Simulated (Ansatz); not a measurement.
**Single-point calculation of C2H5BrOSi**

C2H5BrOSi, SMILES O[Si]1(Br)CC1, computed with RKS wB97M-V/def2-TZVPP (Ansatz 0.2.0).

The geometry comes from this level: PBE0-D4/def2-TZVP. Figures and captions count atoms from 1; the log counts them from 0 in places.

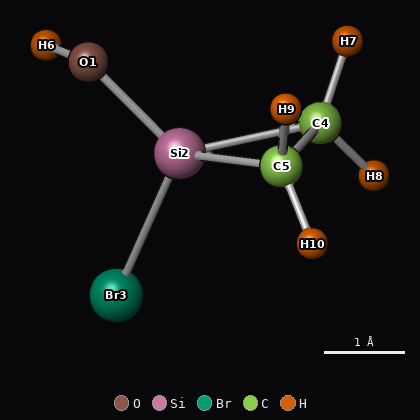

The structure (ball-and-stick view, seen at a tilt; atoms are numbered from 1 in the order of the input).

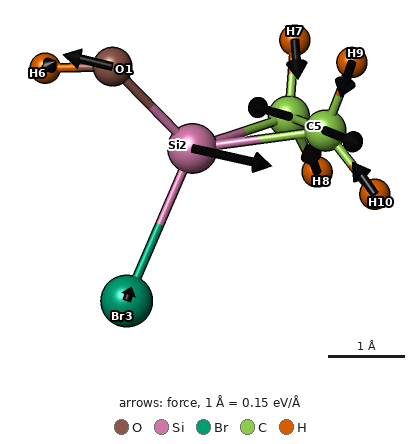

Forces on the atoms as black arrows (ball-and-stick view, seen at a tilt; atoms are numbered from 1 in the order of the input). The largest act on C4, C5 (0.21 eV/Å); Si2 (0.17 eV/Å); O1 (0.10 eV/Å); H7, H9 (0.09 eV/Å), among others. The geometry is not a stationary point of this energy.

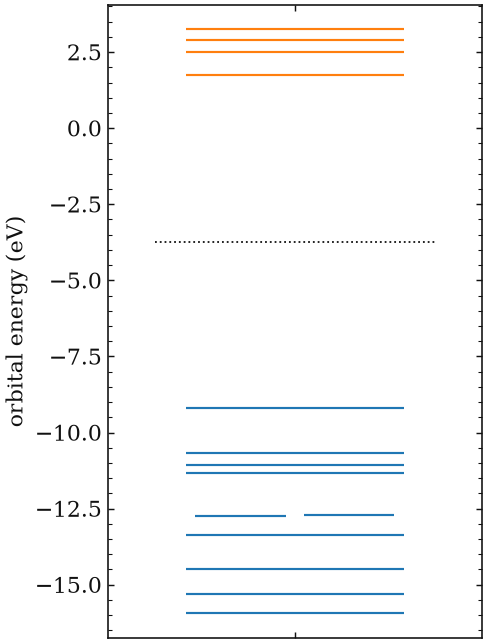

Orbital energies near the frontier; the dotted line parts filled from empty levels, and levels within 0.02 eV of each other stand side by side. Highest filled −9.20 eV, lowest empty 1.73 eV, 10.93 eV apart.

The input and output of the run follow.

The input
```yaml
crystal:
  periodic: [false, false, false]
  atoms:
    - {symbol: O, position_ang: [-1.394074, 0.093622, 1.558163]}
    - {symbol: Si, position_ang: [-0.167077, -0.411404, 0.610751]}
    - {symbol: Br, position_ang: [0.668438, -2.324489, 1.334872]}
    - {symbol: C, position_ang: [-0.060816, -0.028718, -1.160910]}
    - {symbol: C, position_ang: [0.890857, 0.810998, -0.197010]}
    - {symbol: H, position_ang: [-2.065023, -0.547670, 1.799772]}
    - {symbol: H, position_ang: [-0.843363, 0.549223, -1.643979]}
    - {symbol: H, position_ang: [0.448448, -0.694811, -1.850080]}
    - {symbol: H, position_ang: [0.651905, 1.867932, -0.123469]}
    - {symbol: H, position_ang: [1.953705, 0.634118, -0.325209]}
basis:
  gaussian: {orbitals: def2-TZVPP}
hamiltonian: {xc: {name: wB97M-V}}
output: {forces: true, orbitals: {seedname: orbitals}}
```

Run as:
```bash
ansatz run in.yaml --threads 4 --pin off --events-out ev --progress --plain --max-ram 10444MiB
```

What the program printed
```
Functional definition: wB97M-V
  name "wB97M-V"
  cite "Mardirossian & Head-Gordon, J. Chem. Phys. 144, 214110 (2016) doi:10.1063/1.4952647"
  cite "Becke, J. Chem. Phys. 107, 8554 (1997) doi:10.1063/1.475007"
  cite "Vydrov & Van Voorhis, J. Chem. Phys. 133, 244103 (2010) doi:10.1063/1.3521275"
  # Of w^i u^j: cxij and so on, Table III.
  parameter omega = 0.3/bohr
  parameter cx = 0.15
  parameter cx01 = 1.007
  parameter cx10 = 0.259
  parameter css00 = 0.443
  parameter css04 = -1.437
  parameter css10 = -4.535
  parameter css20 = -3.390
  parameter css43 = 4.278
  parameter cos00 = 1.000
  parameter cos10 = 1.358
  parameter cos20 = 2.924
  parameter cos21 = -8.812
  parameter cos60 = -1.390
  parameter cos61 = 9.142
  parameter b = 6.0
  parameter c = 0.01
  gx(w, u) = 1 - cx + cx01*u + cx10*w
  gss(w, u) = css00 + css04*u^4 + css10*w + css20*w^2 + css43*w^4*u^3
  gos(w, u) = cos00 + cos10*w + (cos20 + cos21*u)*w^2 + (cos60 + cos61*u)*w^6
  exchange = spin_sum(e_x_unif_sr(omega)*gx(b97_w, b97_u_x)) + cx*exact_x_sr(omega) + exact_x_lr(omega)
  correlation = spin_sum(e_c_pw_mod_same_spin*gss(b97_w, b97_u_same))
      + integral(e_c_pw_mod_opposite_spin*gos(b97_w_opposite, b97_u_opposite)) + vv10(b, c)
1505 factors; their error is unknown
314 factors; integrals over basis functions are off by at most 3.4e-5 eV
mean field evaluation 1: about -82116.3135 eV, gradient 6.3e1 eV
mean field evaluation 2: about -82116.8588 eV, gradient 6.2e1 eV
mean field evaluation 4: about -82123.9301 eV, gradient 2.7e0 eV
mean field evaluation 8: about -82123.9522 eV, gradient 4.6e-2 eV
mean field evaluation 16: about -82124.1971 eV, gradient 2.7e-4 eV
mean field -82124.19706948 eV, -3018.0085765234 hartree, gradient 5.1e-5 eV, S^2 0.000000; 0 other end points of the search recorded, 0 dependent functions left out
the calculation of the forces begins
reference -82124.19711683 eV, -3018.0085782634 hartree; 37, 37 occupied and 216, 216 virtual orbitals, 1505 factors
Total energy: -82124.19711683 eV, -3018.0085782634 hartree
Atom 0 at    -1.394074     0.093622     1.558163 Å, force    -0.083038    -0.038052     0.048686 eV/Å
Atom 1 at    -0.167077    -0.411404     0.610751 Å, force     0.111133     0.036309    -0.122280 eV/Å
Atom 2 at     0.668438    -2.324489     1.334872 Å, force    -0.014620     0.025337    -0.010338 eV/Å
Atom 3 at    -0.060816    -0.028718    -1.160910 Å, force    -0.130085    -0.118385    -0.120596 eV/Å
Atom 4 at     0.890857     0.810998    -0.197010 Å, force     0.128860     0.110659     0.126217 eV/Å
Atom 5 at    -2.065023    -0.547670     1.799772 Å, force     0.012961     0.034273     0.006548 eV/Å
Atom 6 at    -0.843363     0.549223    -1.643979 Å, force     0.072077    -0.035437     0.036746 eV/Å
Atom 7 at     0.448448    -0.694811    -1.850080 Å, force    -0.032322     0.057962     0.052483 eV/Å
Atom 8 at     0.651905     1.867932    -0.123469 Å, force     0.017087    -0.085057    -0.018039 eV/Å
Atom 9 at     1.953705     0.634118    -0.325209 Å, force    -0.082053     0.012391     0.000573 eV/Å
Dipole moment:    -0.220188    -0.006421    -0.076734 e Å
```

Summary

| quantity | value |
| --- | --- |
| outcome | converged |
| total energy | −82124.1971 eV |
| SCF solution under orbital rotations | stable |
| HOMO | −9.20 eV |
| LUMO | 1.73 eV |
| largest force (length of the vector) | 0.213 eV/Å |
| dipole moment | 1.12 D |
| hardware | 4 threads of Arm Neoverse V2, 23 GiB of memory available, shared host |
| wall time | 11 s (CPU time 42 s) |
| peak memory | 1 GiB |
